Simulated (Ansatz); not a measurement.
## Si₂H₆ClF: nudged elastic band

System: Si₂H₆ClF.
Method: RKS LDA/def2-SVP (Ansatz 0.2.0).

It belongs to a series of runs on one base structure; here: band between the two ends. Figures and captions count atoms from 1; the log counts them from 0 in places.

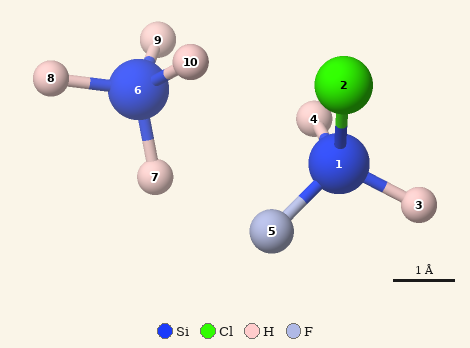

*The input geometry (ball-and-stick view, seen at a tilt; atoms are numbered from 1 in the order of the input).*

Input file
```yaml
crystal:
  periodic: [false, false, false]
  atoms:
    - { symbol: Si, position_ang: [0.457389, -0.066165, -0.029584] }
    - { symbol: Cl, position_ang: [1.203165, 0.069982, 1.869257] }
    - { symbol: H, position_ang: [1.594714, 0.000234, -1.001702] }
    - { symbol: H, position_ang: [-0.571814, 1.003751, -0.236738] }
    - { symbol: F, position_ang: [-0.26351, -1.501447, -0.202089] }
    - { symbol: Si, position_ang: [-2.972768, 0.074336, 1.248977] }
    - { symbol: H, position_ang: [-2.758318, -0.742153, 0.00451] }
    - { symbol: H, position_ang: [-4.062353, -0.54136, 2.085076] }
    - { symbol: H, position_ang: [-3.36372, 1.477657, 0.870359] }
    - { symbol: H, position_ang: [-1.690386, 0.119166, 2.042935] }
basis:
  gaussian: { orbitals: def2-SVP }
hamiltonian:
  xc: lda
neb:
  order_check: false
  images: 7
  f_tol: 0.05
  max_iterations: 60
  final_atoms:
    - { symbol: Si, position_ang: [-0.34610999, -0.1723647, -0.31992814] }
    - { symbol: Cl, position_ang: [-0.00080427, 1.03093232, 2.57045533] }
    - { symbol: H, position_ang: [0.57646355, -1.10221085, 0.41769163] }
    - { symbol: H, position_ang: [0.2394109, 1.20407007, -0.44462052] }
    - { symbol: F, position_ang: [-0.53934647, -0.76675878, -1.82708222] }
    - { symbol: Si, position_ang: [-2.46794843, -0.12876098, 0.67324876] }
    - { symbol: H, position_ang: [-3.45430606, -1.0083701, -0.0509252] }
    - { symbol: H, position_ang: [-2.36913283, -0.67006781, 2.09307145] }
    - { symbol: H, position_ang: [-3.02768962, 1.26519277, 0.78418482] }
    - { symbol: H, position_ang: [-1.03813778, 0.24233906, 2.75490509] }
  initial_path:
    images:
      - { positions_ang: [[0.457389, -0.066165, -0.029584], [1.203165, 0.069982, 1.869257], [1.594714, 0.000234, -1.001702], [-0.571814, 1.003751, -0.236738], [-0.26351, -1.501447, -0.202089], [-2.972768, 0.074336, 1.248977], [-2.758318, -0.742153, 0.00451], [-4.062353, -0.54136, 2.085076], [-3.36372, 1.477657, 0.870359], [-1.690386, 0.119166, 2.042935]] }
      - { positions_ang: [[0.34147738, -0.0522431, -0.02509927], [0.90651873, 0.06591768, 2.01879739], [1.5375317, -0.00372261, -0.87891087], [-0.60514702, 1.04385999, -0.30805641], [-0.38579185, -1.45738408, -0.27667203], [-2.82712613, 0.05503085, 1.13798764], [-2.86388896, -0.7912206, 0.0059618], [-3.65328888, -0.50749146, 2.11576015], [-3.25955923, 1.44325773, 0.82045196], [-1.61832676, 0.09799659, 2.04078064]] }
      - { positions_ang: [[0.22556576, -0.03832121, -0.02061454], [0.60987246, 0.06185336, 2.16833778], [1.4803494, -0.00767922, -0.75611974], [-0.63848003, 1.08396899, -0.37937481], [-0.50807371, -1.41332116, -0.35125506], [-2.68148425, 0.03572569, 1.02699827], [-2.96945991, -0.84028819, 0.00741359], [-3.24422475, -0.47362291, 2.14644431], [-3.15539845, 1.40885847, 0.77054491], [-1.54626752, 0.07682719, 2.03862629]] }
      - { positions_ang: [[0.10965414, -0.02439931, -0.01612981], [0.31322619, 0.05778904, 2.31787818], [1.4231671, -0.01163583, -0.63332861], [-0.67181305, 1.12407798, -0.45069322], [-0.63035556, -1.36925824, -0.4258381], [-2.53584238, 0.01642054, 0.91600891], [-3.07503087, -0.88935579, 0.00886539], [-2.83516063, -0.43975437, 2.17712846], [-3.05123768, 1.3744592, 0.72063787], [-1.47420828, 0.05565778, 2.03647193]] }
      - { positions_ang: [[-0.00625747, -0.01047741, -0.01164507], [0.01657991, 0.05372472, 2.46741857], [1.36598481, -0.01559244, -0.51053748], [-0.70514607, 1.16418697, -0.52201162], [-0.75263741, -1.32519532, -0.50042113], [-2.39020051, -0.00288462, 0.80501954], [-3.18060182, -0.93842338, 0.01031719], [-2.4260965, -0.40588582, 2.20781262], [-2.94707691, 1.34005993, 0.67073082], [-1.40214904, 0.03448837, 2.03431758]] }
      - { positions_ang: [[-0.0912206, -0.05094923, -0.08871584], [0.01223387, 0.29802662, 2.49317776], [1.16860449, -0.28724704, -0.27848021], [-0.46900682, 1.17415775, -0.50266385], [-0.69931468, -1.18558618, -0.8320864], [-2.40963749, -0.03435371, 0.77207685], [-3.24902788, -0.95591006, -0.00499341], [-2.41185559, -0.47193132, 2.17912733], [-2.96723008, 1.32134314, 0.69909432], [-1.31114622, 0.08645105, 2.21446446]] }
      - { positions_ang: [[-0.17618373, -0.09142105, -0.16578661], [0.00788782, 0.54232852, 2.51893695], [0.97122418, -0.55890165, -0.04642293], [-0.23286758, 1.18412852, -0.48331607], [-0.64599194, -1.04597705, -1.16375168], [-2.42907447, -0.0658228, 0.73913415], [-3.31745394, -0.97339674, -0.02030401], [-2.39761467, -0.53797682, 2.15044204], [-2.98738326, 1.30262635, 0.72745782], [-1.22014341, 0.13841372, 2.39461133]] }
      - { positions_ang: [[-0.26114686, -0.13189288, -0.24285737], [0.00354177, 0.78663042, 2.54469614], [0.77384386, -0.83055625, 0.18563435], [0.00327166, 1.19409929, -0.4639683], [-0.59266921, -0.90636791, -1.49541695], [-2.44851145, -0.09729189, 0.70619145], [-3.38588, -0.99088342, -0.03561461], [-2.38337375, -0.60402232, 2.12175674], [-3.00753644, 1.28390956, 0.75582132], [-1.12914059, 0.19037639, 2.57475821]] }
      - { positions_ang: [[-0.34610999, -0.1723647, -0.31992814], [-0.00080427, 1.03093232, 2.57045533], [0.57646355, -1.10221085, 0.41769163], [0.2394109, 1.20407007, -0.44462052], [-0.53934647, -0.76675878, -1.82708222], [-2.46794843, -0.12876098, 0.67324876], [-3.45430606, -1.0083701, -0.0509252], [-2.36913283, -0.67006781, 2.09307145], [-3.02768962, 1.26519277, 0.78418482], [-1.03813778, 0.24233906, 2.75490509]] }
```

Run on 2 threads of Arm Neoverse V1, 24 GiB of memory available, shared host.

Run as:
```bash
ansatz run input.yaml --threads 2 --pin off --max-ram 3072MiB --backend cpu --events-out ev --progress --plain --runs-dir out
```

Output
```
Engine: ansatz 0.2.0, aarch64-unknown-linux-gnu
Functional definition: SPW92
  exchange = slater_x
  correlation = pw_c
1083 factors; their error is unknown
mean field evaluation 1: about -30958.6834 eV, gradient 3.0e1 eV
mean field evaluation 2: about -30955.1513 eV, gradient 6.0e1 eV
mean field evaluation 4: about -30960.6616 eV, gradient 1.5e0 eV
mean field evaluation 8: about -30960.6670 eV, gradient 2.5e-2 eV
mean field evaluation 16: about -30960.5816 eV, gradient 2.8e-5 eV
mean field -30960.58158229 eV, -1137.7803873133 hartree, gradient 2.8e-5 eV, S^2 0.000000; 0 other end points of the search recorded, 0 dependent functions left out
the calculation of the forces begins
reference -30960.58161772 eV, -1137.7803886153 hartree; 30, 30 occupied and 68, 68 virtual orbitals, 1083 factors
1083 factors; their error is unknown
mean field -30959.74221831 eV, -1137.7495412558 hartree, gradient 2.5e-5 eV, S^2 0.000000; 0 other end points of the search recorded, 0 dependent functions left out
[... from here on the field's lines of each further geometry are left out, up to the last ...]
NEB iter   1: max|band force component| = 7.891e0 eV/Å  barrier→ = 4.6369 eV  barrier← = 3.7975 eV  Δτ_max = 0.2000 Å  (224 SCF iters)
NEB iter   2: max|band force component| = 3.375e0 eV/Å  barrier→ = 3.1250 eV  barrier← = 2.2856 eV  Δτ_max = 0.2000 Å  (216 SCF iters)
NEB iter   3: max|band force component| = 1.322e0 eV/Å  barrier→ = 2.6071 eV  barrier← = 1.7677 eV  Δτ_max = 0.2000 Å  (196 SCF iters)
NEB iter   4: max|band force component| = 9.343e-1 eV/Å  barrier→ = 2.4609 eV  barrier← = 1.6215 eV  Δτ_max = 0.1973 Å  (188 SCF iters)
NEB iter   5: max|band force component| = 6.751e-1 eV/Å  barrier→ = 2.3438 eV  barrier← = 1.5044 eV  Δτ_max = 0.2000 Å  (190 SCF iters)
NEB iter   6: max|band force component| = 8.247e-1 eV/Å  barrier→ = 2.1809 eV  barrier← = 1.3415 eV  Δτ_max = 0.1007 Å  (202 SCF iters)
NEB iter   7: max|band force component| = 8.618e-1 eV/Å  barrier→ = 2.1646 eV  barrier← = 1.3252 eV  Δτ_max = 0.0505 Å  (192 SCF iters)
NEB iter   8: max|band force component| = 5.905e-1 eV/Å  barrier→ = 2.1349 eV  barrier← = 1.2955 eV  Δτ_max = 0.0503 Å  (191 SCF iters)
NEB iter   9: max|band force component| = 4.049e-1 eV/Å  barrier→ = 2.0960 eV  barrier← = 1.2567 eV  CI = image 4  Δτ_max = 0.0503 Å  (190 SCF iters)
NEB iter  10: max|band force component| = 3.810e-1 eV/Å  barrier→ = 2.0743 eV  barrier← = 1.2349 eV  CI = image 4  Δτ_max = 0.0999 Å  (188 SCF iters)
NEB iter  11: max|band force component| = 3.833e-1 eV/Å  barrier→ = 2.0244 eV  barrier← = 1.1850 eV  CI = image 4  Δτ_max = 0.1999 Å  (191 SCF iters)
NEB iter  12: max|band force component| = 3.551e-1 eV/Å  barrier→ = 1.9399 eV  barrier← = 1.1005 eV  CI = image 4  Δτ_max = 0.2000 Å  (196 SCF iters)
NEB iter  13: max|band force component| = 3.755e-1 eV/Å  barrier→ = 1.8721 eV  barrier← = 1.0327 eV  CI = image 4  Δτ_max = 0.2000 Å  (193 SCF iters)
NEB iter  14: max|band force component| = 4.857e-1 eV/Å  barrier→ = 1.8238 eV  barrier← = 0.9844 eV  CI = image 4  Δτ_max = 0.1001 Å  (192 SCF iters)
NEB iter  15: max|band force component| = 4.430e-1 eV/Å  barrier→ = 1.8107 eV  barrier← = 0.9713 eV  CI = image 4  Δτ_max = 0.0987 Å  (186 SCF iters)
NEB iter  16: max|band force component| = 2.662e-1 eV/Å  barrier→ = 1.8032 eV  barrier← = 0.9638 eV  CI = image 4  Δτ_max = 0.0990 Å  (187 SCF iters)
NEB iter  17: max|band force component| = 1.938e-1 eV/Å  barrier→ = 1.7973 eV  barrier← = 0.9579 eV  CI = image 4  Δτ_max = 0.0997 Å  (188 SCF iters)
NEB iter  18: max|band force component| = 1.308e-1 eV/Å  barrier→ = 1.7888 eV  barrier← = 0.9495 eV  CI = image 4  Δτ_max = 0.0989 Å  (188 SCF iters)
NEB iter  19: max|band force component| = 8.462e-2 eV/Å  barrier→ = 1.7843 eV  barrier← = 0.9449 eV  CI = image 4  Δτ_max = 0.1009 Å  (187 SCF iters)
NEB iter  20: max|band force component| = 1.078e-1 eV/Å  barrier→ = 1.7828 eV  barrier← = 0.9435 eV  CI = image 4  Δτ_max = 0.0502 Å  (186 SCF iters)
NEB iter  21: max|band force component| = 1.068e-1 eV/Å  barrier→ = 1.7823 eV  barrier← = 0.9430 eV  CI = image 4  Δτ_max = 0.0434 Å  (186 SCF iters)
NEB iter  22: max|band force component| = 7.716e-2 eV/Å  barrier→ = 1.7820 eV  barrier← = 0.9427 eV  CI = image 4  Δτ_max = 0.0501 Å  (179 SCF iters)
the calculation of the forces begins
reference -30959.72902546 eV, -1137.7490564276 hartree; 30, 30 occupied and 68, 68 virtual orbitals, 1083 factors
1083 factors; their error is unknown
mean field evaluation 1344: about -30958.8877 eV, gradient 2.5e-1 eV
mean field -30958.79965135 eV, -1137.7149025589 hartree, gradient 1.7e-5 eV, S^2 0.000000; 1 other end points of the search recorded, 0 dependent functions left out
the calculation of the forces begins
reference -30958.79968354 eV, -1137.7149037418 hartree; 30, 30 occupied and 68, 68 virtual orbitals, 1083 factors
NEB iter  23: max|band force component| = 4.691e-2 eV/Å  barrier→ = 1.7819 eV  barrier← = 0.9426 eV  CI = image 4  Δτ_max = 0.0000 Å  (354 SCF iters)
```

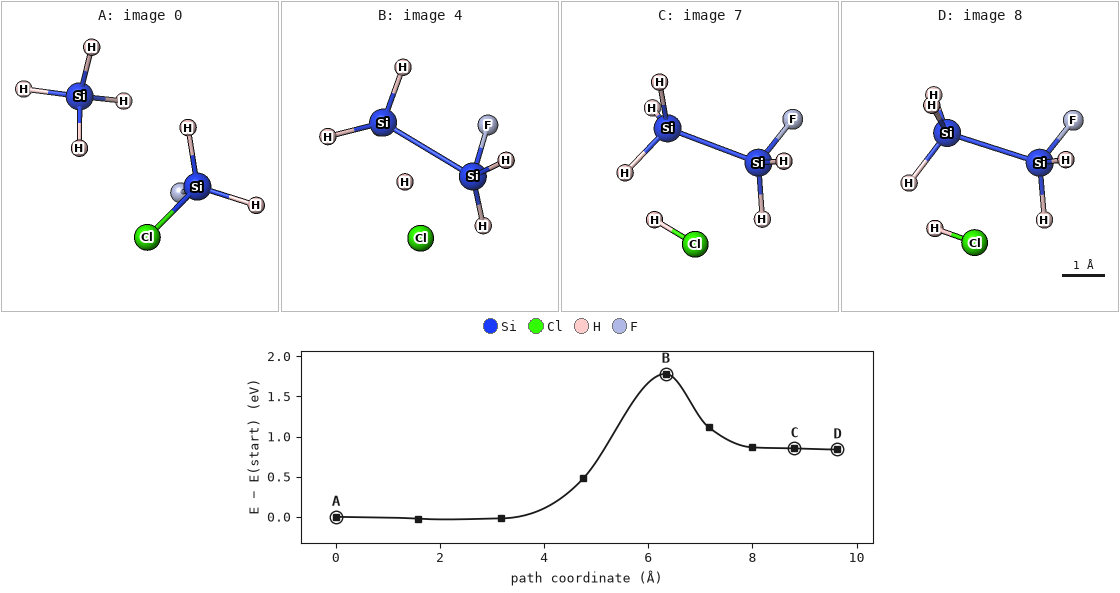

*Images of the last band (counted from 0; ball-and-stick, seen at a tilt) above the energy along the path; the line is a cubic interpolation that uses the forces.*

The highest image is number 4, 1.782 eV above the start and 0.943 eV above the end (the climbing image); the end lies 0.839 eV above the start. The path is 9.63 Å long. The band converged in 23 iterations.

```
Total energy: -30958.79968354 eV, -1137.7149037418 hartree
Atom 0 at    -0.200778     0.129356     0.066151 Å, force    -0.010972    -0.011700    -0.046899 eV/Å
Atom 1 at     0.514721     0.550094     2.363485 Å, force     0.007741     0.003640     0.018266 eV/Å
Atom 2 at     0.727268    -1.036905     0.067463 Å, force     0.000370     0.001688     0.003944 eV/Å
Atom 3 at     0.176325     1.539515    -0.235363 Å, force    -0.000970    -0.003036     0.000111 eV/Å
Atom 4 at    -1.163204    -0.234300    -1.243889 Å, force     0.013993     0.010661     0.019914 eV/Å
Atom 5 at    -2.559317    -0.242717     0.967300 Å, force     0.003614     0.004389     0.015841 eV/Å
Atom 6 at    -2.769834    -1.634969     0.457925 Å, force     0.000193    -0.002393    -0.001120 eV/Å
Atom 7 at    -2.953362    -0.147314     2.419728 Å, force     0.001701    -0.000882    -0.005616 eV/Å
Atom 8 at    -3.246833     0.822644     0.170241 Å, force    -0.000942    -0.000221    -0.000963 eV/Å
Atom 9 at    -0.952588     0.148596     1.617960 Å, force    -0.014727    -0.002147    -0.003477 eV/Å
Dipole moment:    -0.294868    -0.072121    -0.104142 e Å
this run last wrote the band of iteration 23 to [file]
```

The last band as extended XYZ (Å, eV, eV/Å)
```
10
Properties=species:S:1:pos:R:3:forces:R:3 image=0 energy=-30960.58158
Si    0.4574   -0.0662   -0.0296    0.0158   0.0002  -0.0170
Cl    1.2032    0.0700    1.8693    0.0060  -0.0039  -0.0096
H     1.5947    0.0002   -1.0017   -0.0149   0.0030   0.0188
H    -0.5718    1.0038   -0.2367    0.0023   0.0041   0.0034
F    -0.2635   -1.5014   -0.2021    0.0025  -0.0010   0.0035
Si   -2.9728    0.0743    1.2490   -0.0010  -0.0110   0.0161
H    -2.7583   -0.7422    0.0045   -0.0024   0.0012   0.0114
H    -4.0624   -0.5414    2.0851    0.0104   0.0054  -0.0084
H    -3.3637    1.4777    0.8704    0.0054   0.0020  -0.0042
H    -1.6904    0.1192    2.0429   -0.0242   0.0000  -0.0140
10
Properties=species:S:1:pos:R:3:forces:R:3 image=1 energy=-30960.60476
Si    0.4901    0.1368   -0.0169    0.0010   0.0103   0.0029
Cl    1.2861   -0.2176    1.8317    0.0006  -0.0066  -0.0016
H     1.5860    0.0822   -1.0342    0.0005  -0.0008  -0.0011
H    -0.2670    1.4273   -0.0012    0.0157   0.0165   0.0053
F    -0.5652   -1.0415   -0.3642   -0.0101   0.0179  -0.0065
Si   -2.9906   -0.1092    1.2438   -0.0020  -0.0086   0.0000
H    -3.1276   -1.3645    0.4347   -0.0127  -0.0217   0.0150
H    -4.1481    0.0138    2.1975   -0.0033   0.0168   0.0039
H    -2.9869    1.0884    0.3307    0.0119  -0.0144  -0.0178
H    -1.7045   -0.1215    2.0290   -0.0015  -0.0093   0.0000
10
Properties=species:S:1:pos:R:3:forces:R:3 image=2 energy=-30960.60137
Si    0.6324    0.3011   -0.1394   -0.0236  -0.0040  -0.0251
Cl    1.0200    0.1456    1.8597    0.0061  -0.0066   0.0144
H     1.6625   -0.4734   -0.8981    0.0008   0.0054  -0.0040
H     0.5505    1.7448   -0.5204    0.0047   0.0066   0.0005
F    -0.8101   -0.3762   -0.4422    0.0239  -0.0034   0.0087
Si   -3.0893   -0.2936    1.3526   -0.0031   0.0062  -0.0062
H    -3.2291   -1.4665    0.4247   -0.0008  -0.0028   0.0010
H    -4.2674   -0.2664    2.2907   -0.0100   0.0023   0.0015
H    -3.0721    0.9888    0.5660    0.0009  -0.0040   0.0016
H    -1.8249   -0.4102    2.1574    0.0010   0.0004   0.0077
10
Properties=species:S:1:pos:R:3:forces:R:3 image=3 energy=-30960.10376
Si    0.3559    0.2862   -0.0091    0.3221   0.0566  -0.0464
Cl    0.7247    0.4620    2.0252    0.1001   0.0342  -0.1737
H     1.1301   -0.9267   -0.3882    0.2164   0.0596  -0.1744
H     0.6627    1.6501   -0.5136    0.2504   0.0286  -0.1981
F    -1.0970   -0.0060   -0.6978    0.0445   0.0270   0.2896
Si   -2.8558   -0.3177    1.2153   -0.1470  -0.0307   0.1393
H    -2.9360   -1.6020    0.4395   -0.0753  -0.0040   0.0467
H    -3.6102   -0.4137    2.5052   -0.3615  -0.0716   0.0345
H    -3.3460    0.8406    0.3926   -0.0571  -0.0201   0.0571
H    -1.4560   -0.0789    1.6820   -0.2926  -0.0794   0.0254
10
Properties=species:S:1:pos:R:3:forces:R:3 image=4 energy=-30958.79965
Si   -0.2008    0.1294    0.0662   -0.0110  -0.0117  -0.0469
Cl    0.5147    0.5501    2.3635    0.0077   0.0036   0.0183
H     0.7273   -1.0369    0.0675    0.0004   0.0017   0.0039
H     0.1763    1.5395   -0.2354   -0.0010  -0.0030   0.0001
F    -1.1632   -0.2343   -1.2439    0.0140   0.0107   0.0199
Si   -2.5593   -0.2427    0.9673    0.0036   0.0044   0.0158
H    -2.7698   -1.6350    0.4579    0.0002  -0.0024  -0.0011
H    -2.9534   -0.1473    2.4197    0.0017  -0.0009  -0.0056
H    -3.2468    0.8226    0.1702   -0.0009  -0.0002  -0.0010
H    -0.9526    0.1486    1.6180   -0.0147  -0.0021  -0.0035
10
Properties=species:S:1:pos:R:3:forces:R:3 image=5 energy=-30959.46470
Si   -0.3742    0.0224   -0.1274   -0.1376  -0.0496  -0.1648
Cl    0.4203    0.5525    2.6461   -0.0346   0.0169   0.1585
H     0.6286   -1.0482    0.1869   -0.0573   0.0383   0.0248
H     0.1971    1.4093   -0.1636   -0.0387  -0.0501   0.0302
F    -0.9922   -0.3003   -1.6079    0.0779  -0.0165  -0.2502
Si   -2.5220   -0.2032    0.8271    0.0366  -0.0022  -0.0621
H    -2.9174   -1.5955    0.4234   -0.0741  -0.0019  -0.0054
H    -2.7978   -0.0396    2.3064    0.1503   0.0181  -0.0394
H    -3.3112    0.8366    0.0827   -0.0748  -0.0238  -0.0020
H    -0.7587    0.2598    2.0774    0.1523   0.0708   0.3103
10
Properties=species:S:1:pos:R:3:forces:R:3 image=6 energy=-30959.71499
Si   -0.3743   -0.0469   -0.2838   -0.0139  -0.0091  -0.0350
Cl    0.3493    0.5051    2.7182   -0.0060   0.0016   0.0037
H     0.5510   -1.1301    0.1858   -0.0034  -0.0018  -0.0058
H     0.2438    1.3164   -0.1921    0.0001   0.0017  -0.0035
F    -0.7303   -0.3333   -1.8538    0.0234   0.0020  -0.0048
Si   -2.4995   -0.1623    0.6860    0.0094  -0.0013  -0.0118
H    -3.1088   -1.5163    0.4389   -0.0136   0.0001   0.0053
H    -2.5110    0.0436    2.1949    0.0294   0.0028  -0.0082
H    -3.3933    0.9009    0.1061   -0.0129  -0.0019   0.0066
H    -0.9544    0.3168    2.6508   -0.0125   0.0060   0.0535
10
Properties=species:S:1:pos:R:3:forces:R:3 image=7 energy=-30959.72899
Si   -0.3604   -0.1187   -0.3044    0.0011  -0.0047   0.0102
Cl    0.2098    0.8129    2.6565   -0.0110   0.0064   0.0008
H     0.5442   -1.1606    0.2894   -0.0003   0.0022   0.0012
H     0.2633    1.2446   -0.2977    0.0018   0.0031  -0.0037
F    -0.6391   -0.5264   -1.8607    0.0008  -0.0077  -0.0126
Si   -2.4881   -0.1468    0.6717    0.0034  -0.0051   0.0041
H    -3.2996   -1.3028    0.1492   -0.0051   0.0053  -0.0070
H    -2.4258   -0.3265    2.1823   -0.0008  -0.0106  -0.0024
H    -3.2373    1.1351    0.4244    0.0009   0.0074   0.0089
H    -0.9945    0.2830    2.7401    0.0092   0.0036   0.0004
10
Properties=species:S:1:pos:R:3:forces:R:3 image=8 energy=-30959.74222
Si   -0.3461   -0.1724   -0.3199   -0.0059   0.0016   0.0037
Cl   -0.0008    1.0309    2.5705    0.0130   0.0134  -0.0030
H     0.5765   -1.1022    0.4177   -0.0009  -0.0022  -0.0051
H     0.2394    1.2041   -0.4446    0.0029  -0.0009  -0.0002
F    -0.5393   -0.7668   -1.8271   -0.0001   0.0022   0.0025
Si   -2.4679   -0.1288    0.6732   -0.0046   0.0012  -0.0077
H    -3.4543   -1.0084   -0.0509    0.0078   0.0090   0.0056
H    -2.3691   -0.6701    2.0931   -0.0011   0.0022   0.0041
H    -3.0277    1.2652    0.7842    0.0035  -0.0142  -0.0030
H    -1.0381    0.2423    2.7549   -0.0146  -0.0123   0.0033
```

Summary

- outcome: converged
- barrier, forward: 1.782 eV
- barrier, backward: 0.943 eV
- wall time: 2.8 min (CPU time 5.4 min)
- peak memory: 0.13 GiB

Notes

The order of the saddle point was not checked.
